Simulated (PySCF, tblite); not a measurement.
**C₅H₉ClSSi: geometry, infrared bands and NMR shifts**

Wanted: the infrared bands and NMR shifts of C₅H₉ClSSi (`[SiH3]CC(=S)C1(Cl)CC1`), by calculation.

Programs: tblite 0.8.0 and PySCF 2.14.0, with density-fitted response routines of our own. Each step states its level of theory. These are calculated values for one molecule in the gas phase, unless marked as measured. Atoms are numbered from 0 throughout.

## 1. The molecule as given

17 atoms, charge 0, multiplicity 1; geometry from: force field or distance geometry start.

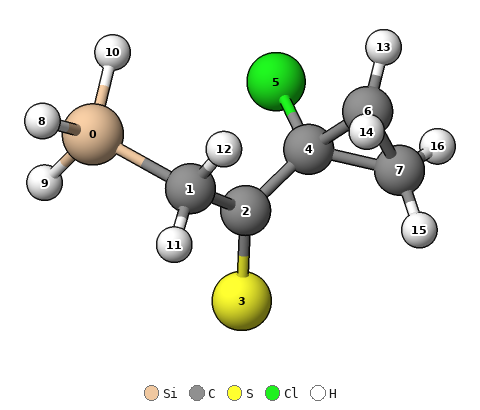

As it starts; silicon light orange, carbon grey, sulfur yellow, chlorine green, hydrogen white, atoms numbered; sticks join atoms by distance.

## 2. Optimising the geometry with GFN2-xTB

Job settings and geometry (Å):

```
{"job": {"kind": "relax", "xc": "GFN2-xTB", "basis": "xTB"}, "charge": 0, "multiplicity": 1}
Si     2.579200     0.014400     0.621800
C      1.313400     0.034100    -0.762900
C      0.107200    -0.835900    -0.535500
S      0.006600    -2.418300    -1.059500
C     -1.088600    -0.270800     0.186500
Cl    -1.107900    -0.502500     1.953200
C     -1.689100     1.048000    -0.299300
C     -2.449500    -0.220800    -0.477300
H      3.742100     0.846000     0.233600
H      3.043400    -1.359400     0.910800
H      1.985900     0.606300     1.850700
H      1.808500    -0.278700    -1.682100
H      0.989500     1.064900    -0.901900
H     -2.045600     1.748000     0.444300
H     -1.303600     1.528200    -1.186600
H     -2.568300    -0.603700    -1.479200
H     -3.330100    -0.387900     0.140000
```

On the command line:

```bash
OMP_NUM_THREADS=1 python probes_run.py task.json out
```

The driver reads the jobs from task.json and runs them one after another.

**Question.** This job is followed by: GFN2-xTB harmonic vibrations, gas phase; GIAO PBE0/pcSseg-1 NMR shielding, non-relativistic, gas phase. What will the session give for the following? strongest single infrared mode (GFN2-xTB); zero-point energy (GFN2-xTB); ¹³C shifts against TMS (PBE0/pcSseg-1, means over atoms taken as alike); ¹H shifts against TMS (PBE0/pcSseg-1, means over atoms taken as alike); ²⁹Si shifts against TMS (PBE0/pcSseg-1); ³³S shifts against CS2 (PBE0/pcSseg-1); ³⁵Cl shifts against HCl (PBE0/pcSseg-1).

The runs gave:

```
                                                               quantity                        value
                              strongest single infrared mode (GFN2-xTB)        2284 cm⁻¹, 362 km/mol
                                           zero-point energy (GFN2-xTB)                75.1 kcal/mol
¹³C shifts against TMS (PBE0/pcSseg-1, means over atoms taken as alike)  268.8, 61.7, 46.2, 37.3 ppm
 ¹H shifts against TMS (PBE0/pcSseg-1, means over atoms taken as alike)   4.05, 3.77, 2.29, 1.65 ppm
                                ²⁹Si shifts against TMS (PBE0/pcSseg-1)                    -64.2 ppm
                                 ³³S shifts against CS2 (PBE0/pcSseg-1)                      724 ppm
                                ³⁵Cl shifts against HCl (PBE0/pcSseg-1)                      209 ppm
```

What this shows: Over 147 steps the energy fell by 0.401 eV; of the close pairs, Si0–C1 changed most, 1.876 to 1.938 Å. All 45 modes are real, so the xTB geometry is a minimum. The strongest single mode, at 2284 cm⁻¹, moves mainly H8. GFN2-xTB is a fitted tight-binding method: band positions and strengths are rough. Its intensities can rank the bands wrongly. The most deshielded carbon is C2 (thiocarbonyl carbon), at 268.8 ppm: low-lying n→π* states of the double bond to the heteroatom give a large paramagnetic term (-338 ppm). At PBE0/pcSseg-1: Shielding is most anisotropic at S3 (span 1745 ppm, paramagnetic term -1279 ppm).
